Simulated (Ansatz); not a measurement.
Geometry relaxation of C₂H₄F₂Sn (part 2 of 2)

The same run, continued: C₂H₄F₂Sn; RKS PBE0-D4/def2-TZVP (Ansatz 0.2.0). The geometry: PBE-D4/def2-SVP start.

Geometry of the input (Å):
```
F  0.9135  -2.1708  -0.9510
Sn 1.1934  -1.4391  0.8784
F  2.5135  -0.0442  0.3570
C  -0.3689  0.6132  -0.6044
C  -1.1482  0.5974  0.4979
H  0.5259  1.2523  -0.6676
H  -0.5596  -0.0557  -1.4582
H  -2.0324  -0.0576  0.5723
H  -0.9488  1.2580  1.3587
```

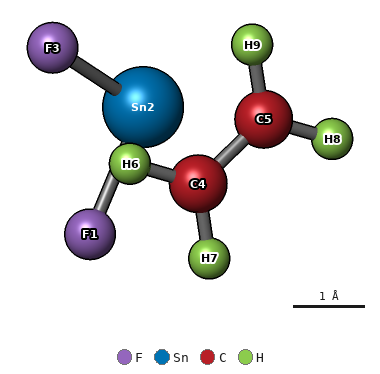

Figure 1. The geometry at step 15 of the log (ball-and-stick view, seen at a tilt; atoms are numbered from 1 in the order of the input).

Trajectory as extended XYZ, continued:
```
9
Properties=species:S:1:pos:R:3:forces:R:3 step=7 energy=-13401.97264
F     0.9068   -2.1631   -0.8624    0.0007   0.0004   0.0004
Sn    1.0992   -1.4077    0.9247   -0.0002   0.0002  -0.0019
F     2.4499   -0.0898    0.4349   -0.0010   0.0000   0.0013
C    -0.3865    0.6556   -0.6561   -0.0010  -0.0019  -0.0005
C    -1.0659    0.5454    0.4851    0.0003   0.0005   0.0025
H     0.4477    1.3406   -0.7545    0.0003  -0.0003  -0.0004
H    -0.6195    0.0394   -1.5167   -0.0002   0.0002  -0.0003
H    -1.9056   -0.1353    0.5838    0.0001   0.0003  -0.0011
H    -0.8376    1.1686    1.3442    0.0009   0.0006   0.0000
9
Properties=species:S:1:pos:R:3:forces:R:3 step=8 energy=-13401.97270
F     0.9214   -2.1549   -0.8744    0.0017   0.0031   0.0037
Sn    1.0953   -1.4123    0.9202    0.0030  -0.0002  -0.0037
F     2.4445   -0.0843    0.4527   -0.0045  -0.0030   0.0015
C    -0.3892    0.6502   -0.6584   -0.0144  -0.0064   0.0162
C    -1.0647    0.5479    0.4861    0.0053   0.0036   0.0016
H     0.4514    1.3274   -0.7597   -0.0046  -0.0088  -0.0117
H    -0.6337    0.0345   -1.5163    0.0121   0.0110  -0.0042
H    -1.9105   -0.1249    0.5894    0.0037   0.0045  -0.0004
H    -0.8261    1.1700    1.3434   -0.0021  -0.0037  -0.0031
9
Properties=species:S:1:pos:R:3:forces:R:3 step=9 energy=-13401.97278
F     0.9497   -2.1372   -0.8955    0.0030   0.0077   0.0227
Sn    1.0886   -1.4224    0.9143    0.0134   0.0093  -0.0312
F     2.4315   -0.0730    0.4875   -0.0167  -0.0159   0.0088
C    -0.3950    0.6402   -0.6638   -0.0393  -0.0165   0.0443
C    -1.0614    0.5518    0.4877    0.0155   0.0054  -0.0020
H     0.4580    1.3010   -0.7716   -0.0103  -0.0199  -0.0262
H    -0.6628    0.0282   -1.5178    0.0302   0.0277  -0.0049
H    -1.9193   -0.1046    0.5999    0.0132   0.0138   0.0008
H    -0.8009    1.1696    1.3423   -0.0089  -0.0116  -0.0124
9
Properties=species:S:1:pos:R:3:forces:R:3 step=10 energy=-13401.97293
F     0.9711   -2.1271   -0.9099    0.0036   0.0165   0.0365
Sn    1.0820   -1.4278    0.9088    0.0245   0.0092  -0.0432
F     2.4218   -0.0646    0.5130   -0.0276  -0.0259   0.0097
C    -0.3997    0.6333   -0.6674   -0.0358  -0.0169   0.0399
C    -1.0584    0.5540    0.4895    0.0115   0.0083  -0.0039
H     0.4626    1.2817   -0.7812   -0.0249  -0.0289  -0.0254
H    -0.6833    0.0258   -1.5200    0.0355   0.0361   0.0072
H    -1.9250   -0.0902    0.6082    0.0240   0.0219   0.0004
H    -0.7826    1.1685    1.3420   -0.0108  -0.0203  -0.0213
9
Properties=species:S:1:pos:R:3:forces:R:3 step=11 energy=-13401.97308
F     1.0156   -2.0991   -0.9376    0.0059   0.0315   0.0886
Sn    1.0719   -1.4436    0.9027    0.0553   0.0385  -0.1123
F     2.3991   -0.0470    0.5724   -0.0656  -0.0657   0.0201
C    -0.4117    0.6188   -0.6779   -0.0418  -0.0180   0.0411
C    -1.0508    0.5579    0.4918    0.0198   0.0011  -0.0054
H     0.4700    1.2393   -0.8065   -0.0485  -0.0476  -0.0172
H    -0.7324    0.0252   -1.5286    0.0462   0.0540   0.0424
H    -1.9367   -0.0583    0.6254    0.0569   0.0452  -0.0010
H    -0.7366    1.1603    1.3413   -0.0282  -0.0391  -0.0563
9
Properties=species:S:1:pos:R:3:forces:R:3 step=12 energy=-13401.97366
F     1.0286   -2.0941   -0.9466    0.0023   0.0299   0.0617
Sn    1.0638   -1.4433    0.8947    0.0480   0.0107  -0.0644
F     2.3879   -0.0409    0.5831   -0.0455  -0.0454   0.0117
C    -0.4122    0.6133   -0.6773   -0.0281  -0.0144   0.0188
C    -1.0474    0.5581    0.4942   -0.0079   0.0216  -0.0057
H     0.4737    1.2260   -0.8099   -0.0359  -0.0300  -0.0136
H    -0.7388    0.0221   -1.5266    0.0338   0.0363   0.0285
H    -1.9380   -0.0497    0.6311    0.0455   0.0295   0.0009
H    -0.7291    1.1622    1.3403   -0.0121  -0.0381  -0.0378
9
Properties=species:S:1:pos:R:3:forces:R:3 step=13 energy=-13401.97476
F     1.0514   -2.0581   -0.9633    0.0067  -0.0005   0.0071
Sn    1.0528   -1.4529    0.8907    0.0081  -0.0051  -0.0117
F     2.3592   -0.0282    0.6282   -0.0009  -0.0054   0.0073
C    -0.4200    0.6018   -0.6858    0.0113  -0.0046  -0.0110
C    -1.0377    0.5594    0.4942   -0.0033  -0.0104   0.0231
H     0.4774    1.1919   -0.8328   -0.0054   0.0076   0.0002
H    -0.7679    0.0200   -1.5310   -0.0104  -0.0012  -0.0099
H    -1.9354   -0.0312    0.6466   -0.0072   0.0088  -0.0029
H    -0.6913    1.1508    1.3362    0.0011   0.0107  -0.0022
9
Properties=species:S:1:pos:R:3:forces:R:3 step=14 energy=-13401.97636
F     1.1476   -1.9945   -1.0119    0.0002   0.0208   0.0901
Sn    1.0349   -1.4875    0.8723    0.0624   0.0432  -0.1083
F     2.3146   -0.0147    0.7516   -0.0646  -0.0658   0.0105
C    -0.4474    0.5738   -0.7053    0.0481   0.0305  -0.0410
C    -1.0203    0.5671    0.4982   -0.0281   0.0034   0.0260
H     0.4743    1.1162   -0.8916   -0.0321  -0.0203   0.0380
H    -0.8597    0.0200   -1.5411   -0.0203  -0.0107   0.0321
H    -1.9472    0.0326    0.6864    0.0362   0.0128  -0.0100
H    -0.6084    1.1406    1.3245   -0.0018  -0.0139  -0.0374
9
Properties=species:S:1:pos:R:3:forces:R:3 step=15 energy=-13401.97688
F     1.1832   -1.9756   -1.0329   -0.0065   0.0292   0.1052
Sn    1.0240   -1.5013    0.8573    0.0752   0.0570  -0.1153
F     2.2834   -0.0067    0.7884   -0.0650  -0.0815   0.0088
C    -0.4543    0.5657   -0.7091    0.0692   0.0020  -0.0370
C    -1.0150    0.5753    0.5004   -0.0107  -0.0161   0.0283
H     0.4764    1.0893   -0.9067   -0.0539  -0.0116   0.0374
H    -0.8811    0.0104   -1.5370   -0.0260   0.0071   0.0376
H    -1.9452    0.0518    0.7031    0.0294   0.0292  -0.0163
H    -0.5830    1.1447    1.3196   -0.0117  -0.0153  -0.0489
9
Properties=species:S:1:pos:R:3:forces:R:3 step=16 energy=-13401.97783
F     1.2053   -1.9546   -1.0458   -0.0023   0.0218   0.0732
Sn    1.0221   -1.5070    0.8472    0.0555   0.0351  -0.0723
F     2.2727   -0.0053    0.8144   -0.0497  -0.0598   0.0016
C    -0.4580    0.5547   -0.7106    0.0305   0.0118  -0.0244
C    -1.0130    0.5784    0.5013    0.0030  -0.0045   0.0038
H     0.4775    1.0656   -0.9143   -0.0292  -0.0085   0.0252
H    -0.9001    0.0051   -1.5342   -0.0158   0.0019   0.0287
H    -1.9504    0.0720    0.7102    0.0128   0.0102  -0.0080
H    -0.5676    1.1447    1.3146   -0.0046  -0.0079  -0.0277
9
Properties=species:S:1:pos:R:3:forces:R:3 step=17 energy=-13401.97875
F     1.2432   -1.9264   -1.0611    0.0001   0.0021   0.0125
Sn    1.0182   -1.5235    0.8340    0.0104   0.0130  -0.0144
F     2.2476   -0.0084    0.8517   -0.0052  -0.0131   0.0056
C    -0.4654    0.5446   -0.7149   -0.0190  -0.0106   0.0189
C    -1.0073    0.5841    0.5024    0.0075   0.0114  -0.0273
H     0.4742    1.0410   -0.9287    0.0078   0.0049  -0.0053
H    -0.9274   -0.0032   -1.5281   -0.0019   0.0011  -0.0007
H    -1.9502    0.0950    0.7234   -0.0069  -0.0055   0.0023
H    -0.5444    1.1505    1.3044    0.0072  -0.0031   0.0084
9
Properties=species:S:1:pos:R:3:forces:R:3 step=18 energy=-13401.97887
F     1.2984   -1.8856   -1.0753   -0.0047   0.0064   0.0353
Sn    1.0133   -1.5345    0.8231    0.0226   0.0076  -0.0360
F     2.2335   -0.0141    0.9174   -0.0311  -0.0187  -0.0038
C    -0.4847    0.5326   -0.7277   -0.0282  -0.0181   0.0503
C    -1.0022    0.5908    0.4999    0.0414  -0.0105  -0.0159
H     0.4676    0.9980   -0.9575   -0.0147  -0.0045  -0.0210
H    -0.9829    0.0003   -1.5309    0.0268   0.0242   0.0084
H    -1.9555    0.1300    0.7403    0.0182   0.0161  -0.0005
H    -0.4990    1.1362    1.2936   -0.0303  -0.0026  -0.0169
9
Properties=species:S:1:pos:R:3:forces:R:3 step=19 energy=-13401.97919
F     1.3015   -1.8875   -1.0780   -0.0026   0.0057   0.0206
Sn    1.0079   -1.5412    0.8193    0.0133   0.0111  -0.0200
F     2.2155   -0.0118    0.9212   -0.0095  -0.0147   0.0000
C    -0.4816    0.5311   -0.7270   -0.0357   0.0154   0.0279
C    -0.9959    0.5898    0.5017    0.0199   0.0067  -0.0120
H     0.4644    1.0062   -0.9629   -0.0087  -0.0206  -0.0103
H    -0.9801   -0.0034   -1.5281    0.0251   0.0062   0.0059
H    -1.9466    0.1259    0.7455    0.0148   0.0067  -0.0001
H    -0.4968    1.1446    1.2912   -0.0165  -0.0166  -0.0120
9
Properties=species:S:1:pos:R:3:forces:R:3 step=20 energy=-13401.97920
F     1.3047   -1.8764   -1.0812    0.0024  -0.0011   0.0014
Sn    1.0090   -1.5436    0.8171   -0.0015   0.0048  -0.0034
F     2.2136   -0.0137    0.9295   -0.0007  -0.0028   0.0005
C    -0.4852    0.5297   -0.7266    0.0682  -0.0078  -0.0998
C    -0.9944    0.5914    0.5012   -0.0591   0.0046   0.0897
H     0.4637    0.9967   -0.9666   -0.0061  -0.0005  -0.0048
H    -0.9830   -0.0065   -1.5264   -0.0041   0.0041   0.0006
H    -1.9463    0.1317    0.7461   -0.0030  -0.0027   0.0117
H    -0.4937    1.1443    1.2898    0.0039   0.0014   0.0041
9
Properties=species:S:1:pos:R:3:forces:R:3 step=21 energy=-13401.97937
F     1.3132   -1.8750   -1.0829   -0.0003   0.0015   0.0013
Sn    1.0068   -1.5447    0.8142   -0.0007  -0.0021  -0.0006
F     2.2115   -0.0158    0.9351    0.0002   0.0011   0.0002
C    -0.4859    0.5285   -0.7279    0.0030   0.0002   0.0021
C    -0.9949    0.5928    0.5020   -0.0005   0.0014  -0.0036
H     0.4626    0.9945   -0.9705   -0.0012   0.0004   0.0011
H    -0.9868   -0.0068   -1.5264   -0.0025  -0.0011  -0.0002
H    -1.9467    0.1343    0.7502    0.0006  -0.0004   0.0003
H    -0.4914    1.1457    1.2891    0.0013  -0.0010  -0.0007
9
Properties=species:S:1:pos:R:3:forces:R:3 step=22 energy=-13401.97939
F     1.3223   -1.8654   -1.0862   -0.0008   0.0000   0.0066
Sn    1.0049   -1.5485    0.8116    0.0031   0.0049  -0.0082
F     2.2038   -0.0159    0.9476   -0.0023  -0.0040   0.0009
C    -0.4884    0.5257   -0.7300   -0.0023   0.0011   0.0044
C    -0.9924    0.5940    0.5018    0.0030  -0.0031  -0.0020
H     0.4613    0.9871   -0.9767   -0.0030  -0.0019   0.0003
H    -0.9955   -0.0078   -1.5260    0.0018   0.0015   0.0019
H    -1.9453    0.1399    0.7544    0.0027   0.0024  -0.0008
H    -0.4823    1.1445    1.2864   -0.0022  -0.0010  -0.0032
9
Properties=species:S:1:pos:R:3:forces:R:3 step=23 energy=-13401.97939
F     1.3284   -1.8612   -1.0882   -0.0007   0.0014   0.0044
Sn    1.0031   -1.5494    0.8091    0.0037   0.0003  -0.0027
F     2.2009   -0.0169    0.9549   -0.0027  -0.0030  -0.0009
C    -0.4900    0.5240   -0.7309    0.0002   0.0027  -0.0031
C    -0.9911    0.5945    0.5019   -0.0023   0.0002   0.0019
H     0.4601    0.9833   -0.9801   -0.0021  -0.0017   0.0004
H    -1.0002   -0.0085   -1.5254    0.0018   0.0005   0.0020
H    -1.9446    0.1431    0.7568    0.0027   0.0008  -0.0001
H    -0.4782    1.1446    1.2849   -0.0007  -0.0013  -0.0019
```

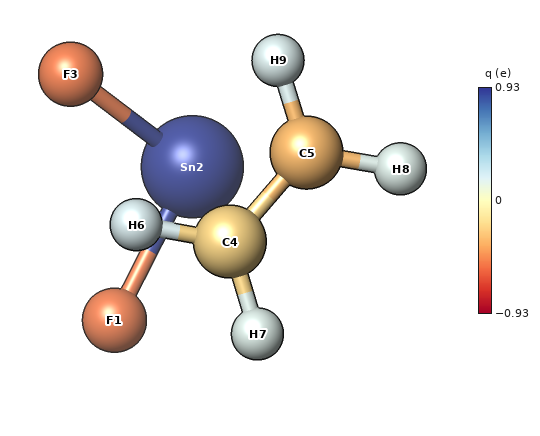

Figure 2. Mulliken charges, as the colour of each atom (ball-and-stick view, seen at a tilt; atoms are numbered from 1 in the order of the input). By element: F −0.51, Sn +0.89, C −0.31 to −0.21 and H +0.15 to +0.18 e.

Summary:

| quantity | value |
| --- | --- |
| outcome | converged |
| total energy | −13401.9794 eV |
| mean-field energy | −13401.8070 eV |
| dispersion energy | −0.1724 eV |
| SCF solution under orbital rotations | stable |
| largest force (length of the vector) at the end | 0.005 eV/Å |
| dipole moment | 3.81 D |
| wall time | 58 s (CPU time 3.6 min) |
| peak memory | 0.51 GiB |
